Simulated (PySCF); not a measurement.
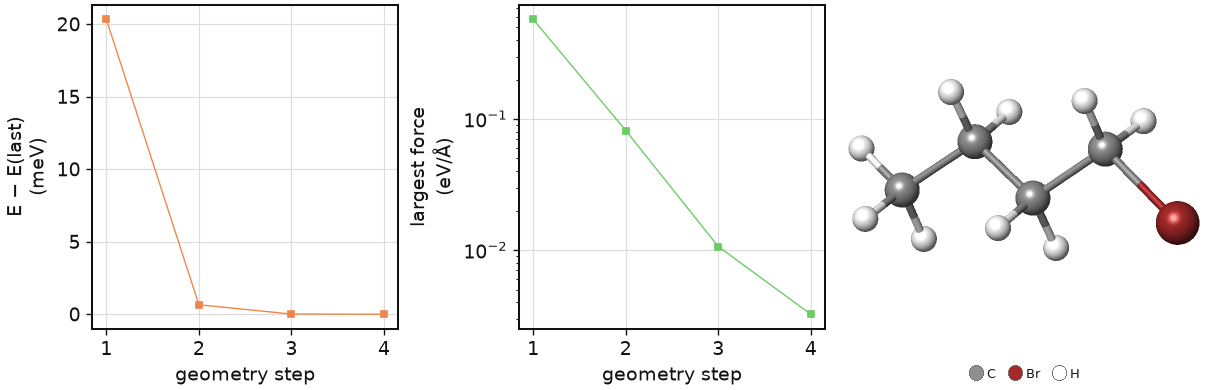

Beside the plot: the molecule at the start.

History of a geometry optimisation.

C₄H₉Br (SMILES CCCCBr); PySCF, PBE0-D3(BJ)/def2-SVP, geometry optimisation.

How did the optimisation end?

Answer. The optimisation met its thresholds at geometry 4, counting the start as the first. The energy fell by about 20 meV from the first step to the last. The largest force goes from about 0.58 eV/Å at the start to 3 × 10⁻³ eV/Å at the end.
